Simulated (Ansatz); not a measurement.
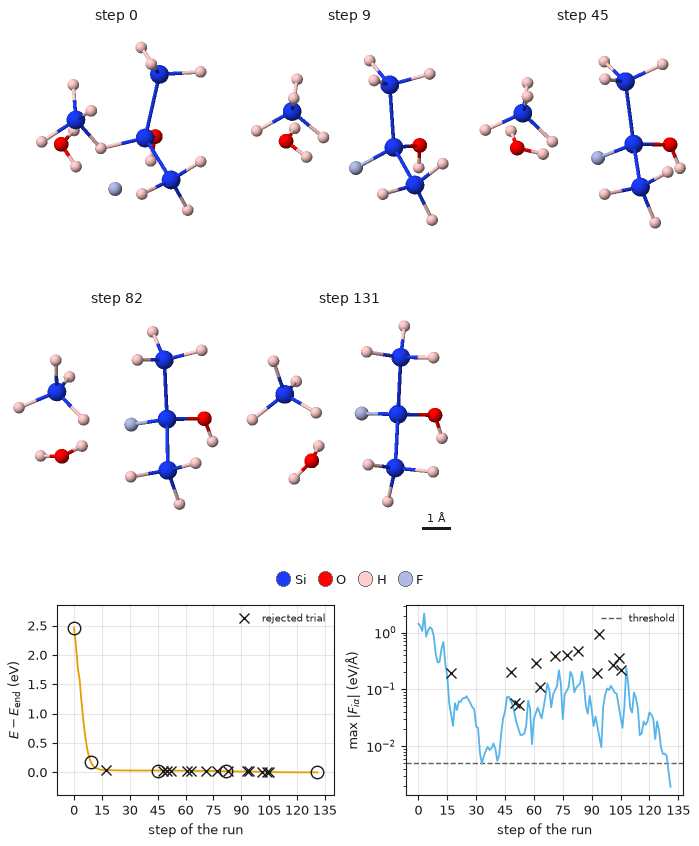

Frames of a relaxation of Si4H13O2F (started from a transition state, displaced along its imaginary mode), marked on the history of the run. Style: ball-and-stick. Shown at a tilt.

Level of theory: Ansatz 0.2.0, RKS PBE0-D4/def2-TZVP. Set-up: force threshold 0.005 eV/Å; at most 200 steps.

Q: Describe the path.

A: The atom that moves furthest after the best rigid fit is an H atom (2.97 Å). Largest moves by element: H 2.97 Å, F 2.44 Å, O 1.93 Å, Si 1.07 Å. Among the contacts that change: H–Si 1.653 → 4.041 Å, Si–Si 2.696 → 4.629 Å, Si–Si 3.437 → 4.483 Å, F–Si 2.216 → 1.625 Å. New bonds form: F–Si (2.22 → 1.62 Å). Bonds break: H–Si (1.65 → 4.04 Å). Among the angles between lasting bonds that change: Si–Si–O 124.0° → 110.6°, H–Si–H 99.4° → 110.8°, Si–O–H 107.6° → 118.8°. Groups turn about Si–Si by about 55°. The energy falls by 2.462 eV in 117 accepted moves (131 points after the start). Largest force component: 1.4 eV/Å at the start, 0.0019 eV/Å at the end. The line search rejected the trial steps at points 17, 48, 50, 52, 61, 63, 71, 77 and more of the run. The forces were under the threshold at step 33, but the run went on from there. The run took about 240 s of wall time on a shared GPU. From step 0 to 9: H atoms move most (1.32 Å), energy −2.286 eV. From step 9 to 45: an H atom moves most (1.12 Å), energy −0.146 eV. From step 45 to 82: an H atom moves most (1.66 Å), energy −0.014 eV. From step 82 to 131: an H atom moves most (1.17 Å), energy −0.017 eV.

```tsv
step	E − E(0), eV	largest force component, eV/Å	note
0	0.0000	1.4327	
1	-0.3033	1.2958	
2	-0.6793	1.0656	
3	-0.8837	2.1772	
4	-1.2596	0.8522	
5	-1.5725	1.0885	
6	-1.8494	1.2410	
7	-2.0527	1.1608	
8	-2.1895	0.8595	
9	-2.2858	0.4172	
10	-2.3387	0.2980	
16	-2.4241	0.0575	
23	-2.4278	0.0699	
29	-2.4307	0.0447	
35	-2.4310	0.0083	
42	-2.4311	0.0070	
48	-2.4314	0.1997	rejected
55	-2.4333	0.0165	
61	-2.4333	0.2898	rejected
67	-2.4370	0.1262	
74	-2.4395	0.1242	
80	-2.4433	0.1710	
86	-2.4472	0.1211	
93	-2.4466	0.1914	rejected
99	-2.4516	0.0974	
106	-2.4565	0.0210	
112	-2.4604	0.0876	
118	-2.4615	0.0237	
125	-2.4624	0.0192	
131	-2.4625	0.0019
```
